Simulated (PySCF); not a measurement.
# [Pb(CH3)2]2+: other functionals and bases at one geometry

Aim: see how levels, charges and forces of [Pb(CH3)2]2+ depend on the level of theory. It is a constructed species; whether it can be made isn't addressed.

Program: PySCF 2.14.0. Level of theory: several levels, as the steps say, no spin–orbit coupling. These are calculated values, not measurements.

1 further run of the same task is left out (for a known fault of the program).

### Step 1. The system as given

9 atoms, charge 2, spin multiplicity 1.

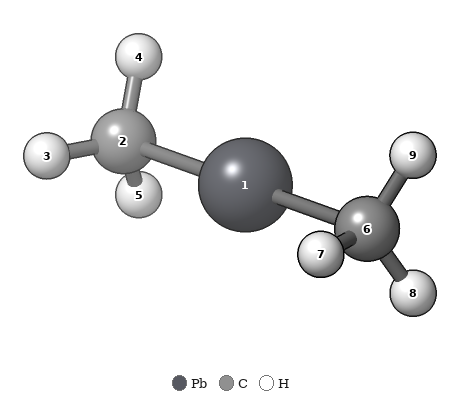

The geometry (lead dark grey, carbon grey, hydrogen white); atoms are numbered from 1 in the order of the file.

Coordinates:

```xyz
9
C2H6Pb
Pb    0.00000    0.00000    0.77784
C     2.22748    0.00000    0.77601
H     2.50464    0.00000   -0.29279
H     2.50744    0.92525    1.30965
H     2.50744   -0.92525    1.30965
C    -2.22748    0.00000    0.77601
H    -2.50464    0.00000   -0.29279
H    -2.50744   -0.92525    1.30965
H    -2.50744    0.92525    1.30965
```

Formal oxidation states: Pb +4. An earlier session relaxed this geometry at PBE0, Pb def2-SVP with ECP60, C def2-SVP, H def2-SVP (singlet, point group D3h).

At PBE0 on the finer grid: E = -271.748370 Eh, HOMO -19.75 eV, LUMO -13.76 eV, Mulliken charge on Pb1 +1.23 e, largest force component 0.006 eV/Å. 

Levels to run: r2SCAN; BLYP; PBE0, TZVP. Hardware: 2 threads of Arm Neoverse V1, shared host.

### Step 2. r2SCAN

The input, run.py (the lines that set the calculation):

```python
mol = gto.M(atom='''
Pb     0.00000     0.00000     0.77784
C      2.22748     0.00000     0.77601
H      2.50464     0.00000    -0.29279
H      2.50744     0.92525     1.30965
H      2.50744    -0.92525     1.30965
C     -2.22748     0.00000     0.77601
H     -2.50464     0.00000    -0.29279
H     -2.50744    -0.92525     1.30965
H     -2.50744     0.92525     1.30965''',
    basis={'Pb': 'def2-SVP', 'C': 'def2-SVP', 'H': 'def2-SVP'},
    ecp={'Pb': 'def2-SVP'},
    charge=2, spin=0)
mf = dft.RKS(mol, xc='R2SCAN')
mf.grids.atom_grid = (75, 302)
mf = mf.density_fit()  # fitting sets: Pb def2-universal-JKFIT, C def2-universal-JKFIT, H def2-universal-JKFIT
mf.conv_tol = 1e-08; mf.max_cycle = 55
mf.kernel(dm0)  # dm0: the density of the relaxed state
```

Command:

```sh
$ OMP_NUM_THREADS=2 python run.py
```

Output:

```text
init E= -271.882547250115
  HOMO = -0.698374127887616  LUMO = -0.528539418986  gap/eV = 4.62144
cycle= 1 E= -271.883736829734  delta_E= -0.00119  |g|= 0.00735  |ddm|= 0.169
  HOMO = -0.698203616556032  LUMO = -0.526349826686915  gap/eV = 4.67638
cycle= 2 E= -271.883729526217  delta_E= 7.3e-06  |g|= 0.00931  |ddm|= 0.0243
  HOMO = -0.697916996965667  LUMO = -0.527183063840162  gap/eV = 4.64591
cycle= 3 E= -271.883758830488  delta_E= -2.93e-05  |g|= 0.000924  |ddm|= 0.0144
  HOMO = -0.698063408600779  LUMO = -0.527301163062432  gap/eV = 4.64668
cycle= 4 E= -271.883759030454  delta_E= -2e-07  |g|= 0.000379  |ddm|= 0.0013
  HOMO = -0.697996572420639  LUMO = -0.527259243289363  gap/eV = 4.64600
cycle= 5 E= -271.883759069966  delta_E= -3.95e-08  |g|= 5.38e-05  |ddm|= 0.000405
  HOMO = -0.698001879459884  LUMO = -0.527260776206999  gap/eV = 4.64610
cycle= 6 E= -271.883759070693  delta_E= -7.27e-10  |g|= 9.82e-06  |ddm|= 7.42e-05
  HOMO = -0.69800161990273  LUMO = -0.527259305643355  gap/eV = 4.64614
Extra cycle  E= -271.883759070513  delta_E= 1.8e-10  |g|= 2.43e-05  |ddm|= 3.96e-05
converged SCF energy = -271.883759070513
```

It took 5.3 s on 2 threads of Arm Neoverse V1, shared host.

Read off: E = -271.883759 Eh, HOMO -18.99 eV, LUMO -14.35 eV, Mulliken charge on Pb1 +1.24 e, largest force component 0.129 eV/Å. 

### Step 3. BLYP

run.py (the lines that set the calculation), as its differences from that of step 2:

```diff
@@ -13,3 +13,3 @@
     charge=2, spin=0)
-mf = dft.RKS(mol, xc='R2SCAN')
+mf = dft.RKS(mol, xc='BLYP')
 mf.grids.atom_grid = (75, 302)
```

Command:

```sh
$ OMP_NUM_THREADS=2 python run.py
```

Output:

```text
init E= -271.774481692031
  HOMO = -0.682586004221852  LUMO = -0.536024465489697  gap/eV = 3.98814
cycle= 1 E= -271.778798992484  delta_E= -0.00432  |g|= 0.0187  |ddm|= 0.317
  HOMO = -0.682105410791051  LUMO = -0.535559163452461  gap/eV = 3.98773
cycle= 2 E= -271.778774151331  delta_E= 2.48e-05  |g|= 0.0203  |ddm|= 0.0383
  HOMO = -0.684154369573411  LUMO = -0.535790622845451  gap/eV = 4.03718
cycle= 3 E= -271.778875925463  delta_E= -0.000102  |g|= 0.00424  |ddm|= 0.0226
  HOMO = -0.683857966657504  LUMO = -0.536066710213688  gap/eV = 4.02160
cycle= 4 E= -271.778881991053  delta_E= -6.07e-06  |g|= 0.000656  |ddm|= 0.00563
  HOMO = -0.683762470178253  LUMO = -0.53595961389428  gap/eV = 4.02192
cycle= 5 E= -271.778882129491  delta_E= -1.38e-07  |g|= 0.000161  |ddm|= 0.00125
  HOMO = -0.68376908984108  LUMO = -0.535979420004548  gap/eV = 4.02156
cycle= 6 E= -271.778882135845  delta_E= -6.35e-09  |g|= 2.24e-05  |ddm|= 0.000324
  HOMO = -0.68376834677594  LUMO = -0.535974719483967  gap/eV = 4.02167
Extra cycle  E= -271.778882134648  delta_E= 1.2e-09  |g|= 6.31e-05  |ddm|= 0.000101
converged SCF energy = -271.778882134648
```

It took 3.7 s on 2 threads of Arm Neoverse V1, shared host.

It gives: E = -271.778882 Eh, HOMO -18.61 eV, LUMO -14.58 eV, Mulliken charge on Pb1 +1.16 e, largest force component 0.467 eV/Å. 

### Step 4. PBE0, TZVP

Basis: Pb def2-TZVP with ECP60, C def2-TZVP, H def2-TZVP. 

run.py (the lines that set the calculation), as its differences from that of step 3:

```diff
@@ -10,6 +10,6 @@
 H     -2.50744     0.92525     1.30965''',
-    basis={'Pb': 'def2-SVP', 'C': 'def2-SVP', 'H': 'def2-SVP'},
-    ecp={'Pb': 'def2-SVP'},
+    basis={'Pb': 'def2-TZVP', 'C': 'def2-TZVP', 'H': 'def2-TZVP'},
+    ecp={'Pb': 'def2-TZVP'},
     charge=2, spin=0)
-mf = dft.RKS(mol, xc='BLYP')
+mf = dft.RKS(mol, xc='PBE0')
 mf.grids.atom_grid = (75, 302)
@@ -17,2 +17,2 @@
 mf.conv_tol = 1e-08; mf.max_cycle = 55
-mf.kernel(dm0)  # dm0: the density of the relaxed state
+mf.kernel(dm0)  # dm0: free metal ions and neutral atoms
```

Command:

```sh
$ OMP_NUM_THREADS=2 python run.py
```

Output:

```text
init E= -271.414864273237
  HOMO = -0.79591468835187  LUMO = -0.613956014880397  gap/eV = 4.95135
cycle= 1 E= -271.795819338195  delta_E= -0.381  |g|= 0.42  |ddm|= 2.09
  HOMO = -0.657444132418711  LUMO = -0.463425518679606  gap/eV = 5.27952
cycle= 2 E= -271.817721184022  delta_E= -0.0219  |g|= 0.347  |ddm|= 0.924
  HOMO = -0.720738419405002  LUMO = -0.499513918927675  gap/eV = 6.01983
cycle= 3 E= -271.848998394801  delta_E= -0.0313  |g|= 0.0347  |ddm|= 0.284
  HOMO = -0.720260683356003  LUMO = -0.50425284537332  gap/eV = 5.87787
cycle= 4 E= -271.849295470209  delta_E= -0.000297  |g|= 0.0159  |ddm|= 0.0526
  HOMO = -0.720783598182489  LUMO = -0.502875924721673  gap/eV = 5.92957
cycle= 5 E= -271.849361009232  delta_E= -6.55e-05  |g|= 0.003  |ddm|= 0.0272
  HOMO = -0.720905962990411  LUMO = -0.503008026722727  gap/eV = 5.92930
cycle= 6 E= -271.849362463024  delta_E= -1.45e-06  |g|= 0.000186  |ddm|= 0.00389
  HOMO = -0.720907081223423  LUMO = -0.503003753572962  gap/eV = 5.92945
cycle= 7 E= -271.849362473167  delta_E= -1.01e-08  |g|= 7.19e-06  |ddm|= 0.000632
  HOMO = -0.720907064122954  LUMO = -0.503003560811503  gap/eV = 5.92946
cycle= 8 E= -271.849362473188  delta_E= -2.16e-11  |g|= 4.3e-06  |ddm|= 2.35e-05
  HOMO = -0.72090710604126  LUMO = -0.503003266246159  gap/eV = 5.92947
Extra cycle  E= -271.849362473188  delta_E= 3.41e-13  |g|= 4.91e-06  |ddm|= 7.96e-06
converged SCF energy = -271.849362473188
```

Wall time 8.3 s (2 threads of Arm Neoverse V1, shared host).

It gives: E = -271.849362 Eh, HOMO -19.62 eV, LUMO -13.69 eV, Mulliken charge on Pb1 +1.21 e, largest force component 0.297 eV/Å. 

### Step 5. Results

| level | state | HOMO (eV) | gap (eV) | charge on Pb1 (e) | dipole (D) | largest force (eV/Å) | basis functions | time |
| --- | --- | --- | --- | --- | --- | --- | --- | --- |
| PBE0 (relaxed here) | singlet | -19.75 | 5.98 | 1.23 | 0.01 | 0.01 | 84 | 8 s |
| r2SCAN | singlet | -18.99 | 4.65 | 1.24 | 0.01 | 0.13 | 84 | 5.3 s |
| BLYP | singlet | -18.61 | 4.02 | 1.16 | 0.01 | 0.47 | 84 | 3.7 s |
| PBE0, TZVP | singlet | -19.62 | 5.93 | 1.21 | 0.01 | 0.30 | 148 | 8.3 s |

Times are on 2 threads of Arm Neoverse V1, shared host; the first row also made further properties. The dipole of a charged species depends on the origin, so these sizes hold for this origin alone.

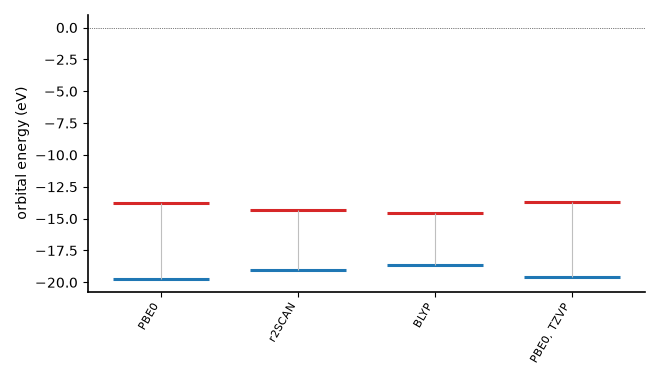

Highest filled and lowest empty level, method by method.

In one basis the HOMO–LUMO gap runs from 4.02 eV (BLYP) to 5.98 eV (PBE0). The largest leftover force, 0.47 eV/Å with BLYP, stands at a geometry relaxed at another level. The Mulliken charge on Pb spans +1.16 to +1.24 e over the levels. Total energies of different levels can't be compared. Spin–orbit coupling is left out throughout.
